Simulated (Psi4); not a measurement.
# TaF5 (tantalum pentafluoride): DSD-PBEP86/def2-SVP (core potential, density fitting for correlation)

What is the energy change on altering one bond length of TaF5 (tantalum pentafluoride) at DSD-PBEP86/def2-SVP (core potential, density fitting for correlation)? 

Program for the calculation: Psi4 1.11.

6 further runs of the same task are left out: 3 that didn't finish, 3 set aside as unsound or not needed.

### Step 1. The system as given

TaF5: 6 atoms, total charge 0, spin state singlet. As SMILES, `F[Ta](F)(F)(F)F`. Geometry: relaxed at PBE0-D4/def2-TZVP.

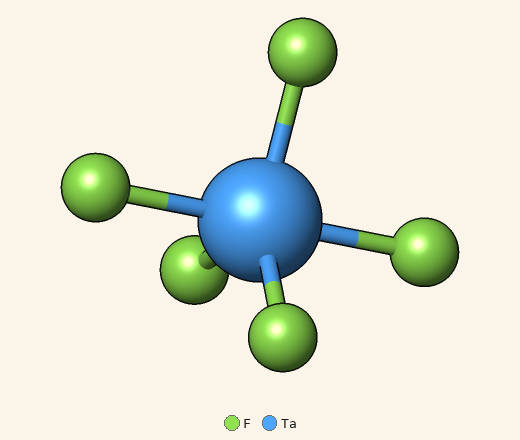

The structure, seen from a chosen angle (fluorine green, tantalum blue).

### Step 2. A single-point energy at DSD-PBEP86/def2-SVP (core potential, density fitting for correlation)

Contents of f5ta.xyz:

```xyz
6
F5Ta
F     -1.030170    -1.289830     0.890600
Ta     0.000080    -0.000050     0.000020
F      1.542230    -0.861760     0.535750
F     -0.806180    -0.458120    -1.596180
F      1.030090     1.290020    -0.890420
F     -0.736030     1.319740     1.060250
```

Contents of job.py:

```python
import psi4

psi4.set_memory(2200000000)
psi4.set_num_threads(1)
psi4.core.set_output_file('psi4.out', False)

with open('f5ta.xyz') as f:
    atoms = ''.join(f.readlines()[2:])
m = psi4.geometry('0 1\n' + atoms + 'symmetry c1')

options = {'puream': True, 'e_convergence': 1e-09, 'd_convergence': 1e-08, 'scf_type': 'pk', 'dft_radial_points': 99, 'dft_spherical_points': 590, 'num_frozen_docc': 5}
psi4.set_options(options)

result, w = psi4.energy("dsd-pbep86/def2-SVP", return_wfn=True)
print('E =', round(result, 9))
for k, v in sorted(psi4.core.scalar_variables().items()):
    print(f'{k:45s} {v:18.10f}')
```

Command:

```
$ python job.py
```

psi4.out:

```text
[...]
    !!!  WARNING: ECP capability is in beta. Please check occupations closely.  !!!
[...]
  Running in c1 symmetry.
[...]
  Nuclear repulsion =  316.003001731711834
[...]
  Multiplicity = 1
[...]
  Nalpha       = 29
  Nbeta        = 29
[...]
    Number of basis functions: 102
[...]
   @RKS iter   1:  -554.16249167484136   -1.40490e+00   9.50828e-03 DIIS/ADIIS
[...]
   @RKS iter  12:  -554.53552699520401   -1.81899e-12   2.36939e-09 DIIS
[...]
    Orbital Energies [Eh]
    ---------------------
    Doubly Occupied:
       1A    -25.783953     2A    -25.783942     3A    -25.783923
       4A    -25.748759     5A    -25.748634     6A     -3.229318
       7A     -1.880777     8A     -1.880773     9A     -1.874753
      10A     -1.473876    11A     -1.444348    12A     -1.435735
      13A     -1.435718    14A     -1.392967    15A     -0.701513
      16A     -0.687638    17A     -0.687631    18A     -0.679000
      19A     -0.678995    20A     -0.672055    21A     -0.629123
      22A     -0.627367    23A     -0.621607    24A     -0.621604
      25A     -0.593142    26A     -0.593141    27A     -0.585594
      28A     -0.583031    29A     -0.583017
[...]
  @RKS Final Energy:  -554.53552699520401
   => Energetics <=
    Nuclear Repulsion Energy =            316.0030017317118336
    One-Electron Energy =               -1420.1872276735027754
    Two-Electron Energy =                 566.5012215375320466
    DFT Exchange-Correlation Energy =     -16.8525225909452310
    Empirical Dispersion Energy =           0.0000000000000000
    VV10 Nonlocal Energy =                  0.0000000000000000
    Total Energy =                       -554.5355269952040089
[...]
 Multipole Moments:
 ------------------------------------------------------------------------------------
     Multipole            Electronic (a.u.)      Nuclear  (a.u.)        Total (a.u.)
 ------------------------------------------------------------------------------------
 L = 1.  Multiply by 2.5417464519 to convert [e a0] to [Debye]
 Dipole X            :          0.0047407           -0.0043522            0.0003885
 Dipole Y            :         -0.0031306            0.0028384           -0.0002922
 Dipole Z            :          0.0009794           -0.0009461            0.0000333
 Magnitude           :                                                    0.0004873
[...]
```

Standard output:

```text
E = -555.176156858
CURRENT ENERGY                                   -555.1761568580
CURRENT REFERENCE ENERGY                         -554.5355269952
DD SOLVATION ENERGY                                 0.0000000000
DFT FUNCTIONAL TOTAL ENERGY                      -554.5355269952
DFT TOTAL ENERGY                                 -555.1761568580
DFT VV10 ENERGY                                     0.0000000000
DFT XC ENERGY                                     -16.8525225909
DOUBLE-HYBRID CORRECTION ENERGY                    -0.6406298628
DSD-PBEP86 DOUBLE-HYBRID CORRECTION ENERGY         -0.6406298628
DSD-PBEP86 TOTAL ENERGY                          -555.1761568580
GRID ELECTRONS ALPHA                               29.0000013163
GRID ELECTRONS BETA                                29.0000013163
GRID ELECTRONS TOTAL                               58.0000026327
NUCLEAR REPULSION ENERGY                          316.0030017317
ONE-ELECTRON ENERGY                             -1420.1872276735
PCM POLARIZATION ENERGY                             0.0000000000
PE ENERGY                                           0.0000000000
SCF ITERATION ENERGY                             -554.5355269952
SCF ITERATIONS                                     12.0000000000
SCF TOTAL ENERGY                                 -554.5355269952
TWO-ELECTRON ENERGY                               566.5012215375
XC GRID RADIAL POINTS                              99.0000000000
XC GRID SPHERICAL POINTS                          590.0000000000
XC GRID TOTAL POINTS                           337219.0000000000
```

It took 11 s on 1 thread of Intel Xeon Platinum 8375C at 2.90GHz (Ice Lake), shared host; peak memory 1.1 GiB.

### Step 3. The distorted shape, same level

Contents of f5ta.xyz:

```xyz
6
F5Ta
F     -0.385167    -0.923377     2.167551
Ta     0.645083     0.366403     1.276971
F      2.187233    -0.495307     1.812701
F     -0.806180    -0.458120    -1.596180
F      1.675093     1.656473     0.386531
F     -0.091027     1.686193     2.337201
```

Contents of f5ta_ase.py:

```python
import numpy as np
from ase.calculators.psi4 import Psi4
from ase.io import read

atoms = read('f5ta.xyz')
calc = Psi4(atoms=atoms, method='dsd-pbep86', basis='def2-SVP', memory='2200MB', num_threads=1, charge=0, multiplicity=1, label='f5ta')
calc.psi4.set_options({'puream': True, 'e_convergence': 1e-09, 'd_convergence': 1e-08, 'scf_type': 'pk', 'dft_radial_points': 99, 'dft_spherical_points': 590, 'num_frozen_docc': 5})
atoms.calc = calc

print(f'energy: {atoms.get_potential_energy():.6f} eV')
```

Command:

```
$ python f5ta_ase.py
```

f5ta.dat:

```text
[...]
    !!!  WARNING: ECP capability is in beta. Please check occupations closely.  !!!
[...]
  Running in c1 symmetry.
[...]
  Nuclear repulsion =  283.073367710143259
[...]
  Multiplicity = 1
[...]
  Nalpha       = 29
  Nbeta        = 29
[...]
    Number of basis functions: 102
[...]
   @RKS iter   1:  -553.74818542870025   -1.53283e+00   1.08014e-02 DIIS/ADIIS
[...]
   @RKS iter  19:  -554.29072859095527   -3.52429e-12   4.27827e-09 DIIS
[...]
    Orbital Energies [Eh]
    ---------------------
    Doubly Occupied:
       1A    -25.843490     2A    -25.843466     3A    -25.807864
       4A    -25.807746     5A    -25.582913     6A     -3.306098
       7A     -1.953910     8A     -1.947816     9A     -1.934559
      10A     -1.514676    11A     -1.498750    12A     -1.490724
      13A     -1.447737    14A     -1.210968    15A     -0.752645
      16A     -0.732992    17A     -0.730439    18A     -0.724003
      19A     -0.708679    20A     -0.691689    21A     -0.675840
      22A     -0.651926    23A     -0.646651    24A     -0.642805
      25A     -0.637939    26A     -0.635820    27A     -0.409961
      28A     -0.409893    29A     -0.367943
[...]
  @RKS Final Energy:  -554.29072859095527
   => Energetics <=
    Nuclear Repulsion Energy =            283.0733677101432590
    One-Electron Energy =               -1353.5389032724147000
    Two-Electron Energy =                 532.9732194167737589
    DFT Exchange-Correlation Energy =     -16.7984124454575507
    Empirical Dispersion Energy =           0.0000000000000000
    VV10 Nonlocal Energy =                  0.0000000000000000
    Total Energy =                       -554.2907285909552684
[...]
 Multipole Moments:
 ------------------------------------------------------------------------------------
     Multipole            Electronic (a.u.)      Nuclear  (a.u.)        Total (a.u.)
 ------------------------------------------------------------------------------------
 L = 1.  Multiply by 2.5417464519 to convert [e a0] to [Debye]
 Dipole X            :          7.1604130           -6.1069309            1.0534821
 Dipole Y            :          4.0623560           -3.4642901            0.5980659
 Dipole Z            :         14.1675659          -12.0825859            2.0849800
 Magnitude           :                                                    2.4113583
[...]
```

On the terminal:

```text
energy: -15101.180569 eV
```

Run time: 14 s. Hardware: 1 thread of Intel Xeon Platinum 8375C at 2.90GHz (Ice Lake), shared host; peak memory 1.1 GiB.

### Step 4. Outcome

Level: DSD-PBEP86/def2-SVP (core potential, density fitting for correlation), 5 core orbitals frozen.

```
                                                          quantity          value
                                         first shape: total energy  -555.17616 Eh
                    first shape: HOMO energy (SCF part's orbitals)      -15.86 eV
                    first shape: LUMO energy (SCF part's orbitals)       -0.54 eV
                  first shape: HOMO–LUMO gap (SCF part's orbitals)       15.32 eV
                                     distorted shape: total energy  -554.95815 Eh
                distorted shape: HOMO energy (SCF part's orbitals)      -10.01 eV
                distorted shape: LUMO energy (SCF part's orbitals)       -4.15 eV
              distorted shape: HOMO–LUMO gap (SCF part's orbitals)        5.86 eV
energy change with the Ta2–F4 bond stretched from 1.846 to 3.323 Å       5.932 eV
```

What this shows: With the Ta2–F4 bond stretched from 1.846 to 3.323 Å the energy rises by 5.93 eV (137 kcal/mol). The first shape isn't relaxed at this level, so the change isn't measured from a minimum. A restricted reference can't describe the breaking bond well at this length.
